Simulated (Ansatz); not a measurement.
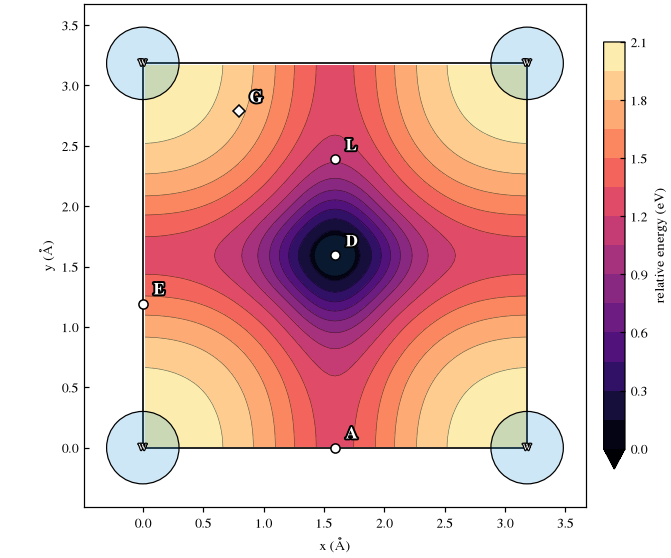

S on a W(100) slab cut from the Im-3m phase, its upper half relaxed before the scan (16 atoms of substrate and one adsorbate in a 2 × 2 cell). S is moved over the surface cell; relaxed at each place: the height of the adsorbate's atoms; substrate rigid; the origin of the map has the adsorbate above W13. Places are given modulo a cell vector. The map is drawn in real space over the plane of the surface. The scan uses an 8 × 8 grid; 15 points were computed and 49 follow by symmetry. Places are given in fractions of the 1 × 1 surface cell. All energies are given in eV relative to the lowest grid point. Method: DFT PBE, scalar-relativistic, plane waves, PAW in Ansatz. Settings: cutoff 420 eV, k-mesh 4×4×1, gaussian smearing 0.1 eV, no spin polarisation.

In the figure: filled contours, labelled circles for the atoms of the top layer and small ones for the second layer, the outline of one cell of the plane, lettered points. Between grid points the surface is interpolated.

Question: Is E the lowest point of the computed grid?

Answer: No. E lies 1.56 eV above the lowest grid point, which is at a fourfold hollow over a second-layer W atom, (4/8, 4/8) of the cell vectors.

Question: What kind of point is each of A, D, E, G: minimum, saddle, maximum or slope?

Answer: A: saddle point; D: minimum; E: on a slope; G: on a slope. (In these two coordinates alone; a stationary point may lie a little off the grid point.)
